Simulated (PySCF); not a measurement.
# Ga2H4Cl2: electronic excitations and core binding energies

Aim: predict the electronic excitations and core binding energies of Ga2H4Cl2 (`[Cl+]1[GaH2-][Cl+][GaH2-]1`).

The runs use PySCF 2.14.0, with density-fitted response routines of our own; the level of theory stands in each step. All values are computed, except where a source is named. Atoms count from 0, in the outputs and in this text.

### 1 Starting geometry

8 atoms, charge 0, multiplicity 1; geometry from: GFN2-xTB.

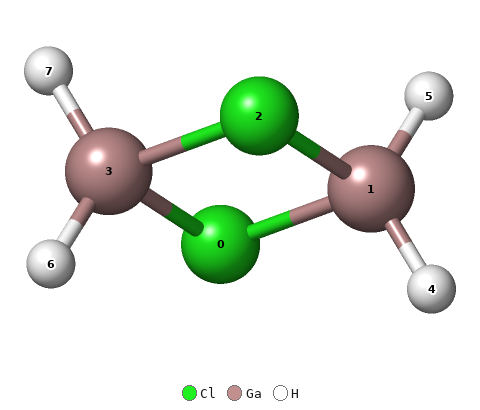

The starting geometry (chlorine green, gallium pink, hydrogen white), atoms numbered.

### 2 TDDFT and polarisability: CAM-B3LYP/def2-SVPD

The job: settings as JSON, then the geometry in Å.

```
{"job": {"kind": "uv", "xc": "CAM-B3LYP", "basis": "def2-SVPD", "nstates": 8, "ntriplets": 3}, "charge": 0, "multiplicity": 1}
Cl     0.087864     0.113685    -1.598671
Ga     1.623278     0.112817     0.092646
Cl    -0.084986    -0.111934     1.590508
Ga    -1.620596    -0.110895    -0.099698
H      2.454892    -1.193320     0.047657
H      2.249010     1.523199     0.226060
H     -2.248728    -1.519916    -0.232223
H     -2.451675     1.195776    -0.050845
```

With the program's defaults for keys left out, this is: TDDFT CAM-B3LYP/def2-SVPD, vertical, gas phase, core orbitals frozen in the response.

The program printed:

```text
coarse grid: 37352 points
cycle   1  E = -4772.0375470716  dE = -7.613e-01  |g| = 7.093e-01  |ddm| = 3.091e+00
cycle   2  E = -4772.0316060942  dE =  5.941e-03  |g| = 8.123e-01  |ddm| = 1.327e+00
cycle   3  E = -4772.1069777162  dE = -7.537e-02  |g| = 2.435e-02  |ddm| = 6.573e-01
cycle   4  E = -4772.1071582204  dE = -1.805e-04  |g| = 1.269e-02  |ddm| = 6.920e-02
cycle   5  E = -4772.1072087344  dE = -5.051e-05  |g| = 1.957e-03  |ddm| = 2.040e-02
cycle   6  E = -4772.1072102475  dE = -1.513e-06  |g| = 2.837e-04  |ddm| = 4.577e-03
final grid: 71560 points
cycle   7  E = -4772.1071858876  dE = -6.791e-08  |g| = 2.853e-04  |ddm| = 1.920e-03
cycle   8  E = -4772.1071858895  dE = -1.874e-09  |g| = 3.278e-04  |ddm| = 4.825e-04
cycle   9  E = -4772.1071859000  dE = -1.049e-08  |g| = 1.529e-05  |ddm| = 2.265e-04
cycle  10  E = -4772.1071859002  dE = -1.837e-10  |g| = 7.332e-06  |ddm| = 5.766e-05
converged SCF energy = -4772.1071859002

Static polarisability (au): isotropic 82.700, principal 74.727 78.501 94.872

Singlet excitations
state   eV       nm        f      main configurations
  1   6.3512    195.2   0.00000   H->L 0.91
  2   6.9053    179.5   0.00000   H->L+1 0.87
  3   6.9425    178.6   0.00000   H-1->L 0.76, H->L+4 0.20
  4   7.3964    167.6   0.03422   H->L+3 0.43, H-1->L+1 0.30, H->L+2 0.17
  5   7.7043    160.9   0.15844   H->L+2 0.62, H-1->L+1 0.30
  6   7.7053    160.9   0.00029   H-2->L 0.94
  7   8.1067    152.9   0.10471   H-3->L 0.67, H->L+5 0.10
  8   8.2707    149.9   0.00000   H-4->L 0.96

Triplet excitations (Tamm-Dancoff, eV): 6.0200 6.4406 6.4675
```

Run time: 23 s. Hardware: 1 thread, shared host.

Frontier orbitals and where they lie:

| orbital | eV | atoms |
| --- | --- | --- |
| HOMO−3 | -11.46 | Cl0 46 %, Cl2 46 % |
| HOMO−2 | -11.02 | Cl2 21 %, Cl0 21 %, Ga1 15 % |
| HOMO−1 | -10.37 | Ga1 21 %, Ga3 21 %, H5 13 % |
| HOMO | -9.64 | Ga3 15 %, Ga1 15 %, Cl2 13 % |
| LUMO | -0.12 | Ga1 23 %, Ga3 23 %, Cl0 16 % |
| LUMO+1 | 0.28 | Ga1 23 %, Ga3 23 %, Cl0 17 % |
| LUMO+2 | 0.73 | Ga3 34 %, Ga1 34 %, Cl2 10 % |

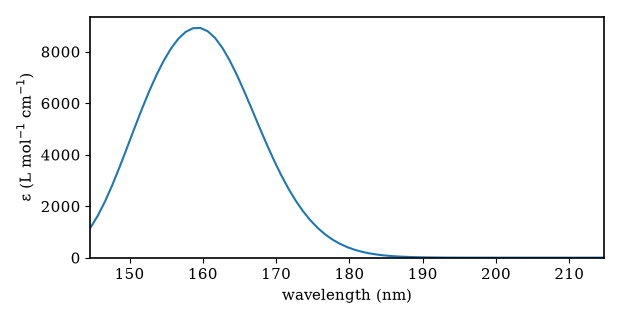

Absorption spectrum: each of the 8 states is a Gaussian band of 0.4 eV half-width at 1/e. Beyond the last state computed it falls off for lack of states.

Further results of this job:

| property | computed |
| --- | --- |
| dipole moment (D) | 0.00 |
| polarisability (Å³) | 12.25 |
| HOMO–LUMO gap (eV) | 9.52 |
| −ε(HOMO) (eV) | 9.64 |

### 3 Core holes by ΔSCF: SCAN, X2C

The job, as its differences from that of step 2:

```diff
@@ -1,2 +1,2 @@
-{"job": {"kind": "uv", "xc": "CAM-B3LYP", "basis": "def2-SVPD", "nstates": 8, "ntriplets": 3}, "charge": 0, "multiplicity": 1}
+{"job": {"kind": "xps"}, "charge": 0, "multiplicity": 1}
 Cl     0.087864     0.113685    -1.598671
```

Method: delta-SCF UKS SCAN, pcX-2 on the ionised atom, pcseg-1 elsewhere, spin-free X2C.

The program printed:

```text
ground state, core basis on atom 0 (Cl), 152 functions
  cycle   1  E = -4805.06359209  |g| = 3.55e-01
  cycle   2  E = -4805.05913144  |g| = 3.73e-01
  cycle   3  E = -4805.09163295  |g| = 6.34e-02
  cycle   4  E = -4805.09250974  |g| = 1.69e-02
  cycle   5  E = -4805.09257699  |g| = 6.35e-03
  cycle   6  E = -4805.09259008  |g| = 9.55e-04
  cycle   7  E = -4805.09258865  |g| = 2.15e-04
  E(ground) = -4805.59726243 Eh
hole in Cl 1s of atom 0
  cycle   1  E = -4699.86112284  |g| = 5.47e+00
  cycle   2  E = -4700.33972187  |g| = 2.16e+00
  cycle   3  E = -4700.83207880  |g| = 7.46e-01
  cycle   4  E = -4701.08361784  |g| = 2.36e-01
  cycle   5  E = -4701.11259866  |g| = 9.15e-02
  cycle   6  E = -4701.11765746  |g| = 2.63e-02
  cycle   7  E = -4701.11804915  |g| = 4.82e-03
  cycle   8  E = -4701.11806032  |g| = 1.48e-03
  cycle   9  E = -4701.11806129  |g| = 3.14e-04
  E(ion) = -4701.63222407 Eh   <S^2> = 0.7520   hole on atom = 1.000   binding energy = 2829.033 eV
hole in Cl 2p of atom 0
  cycle   1  E = -4797.00144470  |g| = 1.72e+00
  cycle   2  E = -4796.98323430  |g| = 1.28e+00
  cycle   3  E = -4797.43993005  |g| = 2.31e-01
  cycle   4  E = -4797.46787464  |g| = 1.24e-01
  cycle   5  E = -4797.47735371  |g| = 3.78e-02
  cycle   6  E = -4797.47826048  |g| = 6.22e-03
  cycle   7  E = -4797.47827967  |g| = 2.85e-03
  cycle   8  E = -4797.47828506  |g| = 4.34e-04
  E(ion) = -4797.99252556 Eh   <S^2> = 0.7517   hole on atom = 1.001   binding energy = 206.935 eV
  2p3/2 = 206.403 eV   2p1/2 = 208.057 eV
```

It took 9.3 s on 1 thread, shared host.

Binding energies by hole, beside the orbital energy of the ground state; the difference holds orbital relaxation and, for a density functional, its self-interaction error:

| hole | stands for | environment | ΔSCF (eV; 2p as the shell's mean) | −ε (eV) | ⟨S²⟩ |
| --- | --- | --- | --- | --- | --- |
| Cl1s on Cl0 | Cl0, Cl2 | chlorine bonded to 2 Ga, in a 4-membered ring | 2829.03 | 2764.4 | 0.752 |
| Cl2p on Cl0 | Cl0, Cl2 | chlorine bonded to 2 Ga, in a 4-membered ring | 206.95 | 194.3 | 0.752 |

Each hole run stands for the others of its class of like atoms.

With the spin-orbit splitting: Cl0 2p3/2 206.40, 2p1/2 208.06 eV. The table gives each 2p level as the mean over the whole 2p shell (two parts 2p3/2, one part 2p1/2), which differs a little from the single hole in the log.

### 4 What came out

| quantity | value |
| --- | --- |
| lowest singlet (CAM-B3LYP/def2-SVPD) | 6.35 eV (195 nm), f = 0.000 |
| brightest single state of those computed | state 5, 7.70 eV, f = 0.158 |
| lowest triplet | 6.02 eV |
| Cl1s binding energies, SCAN/pcX-2 | Cl0 2829.03 eV |
| Cl2p binding energies, SCAN/pcX-2 | Cl0 206.95 eV |

In words: The lowest singlet, at 6.35 eV, is HOMO→LUMO 0.91 and is dark; of the 8 states computed, the strongest absorption comes from state 5 at 7.70 eV. The lowest triplet lies 0.33 eV below the lowest singlet (triplets in Tamm-Dancoff, singlets in full TDDFT).
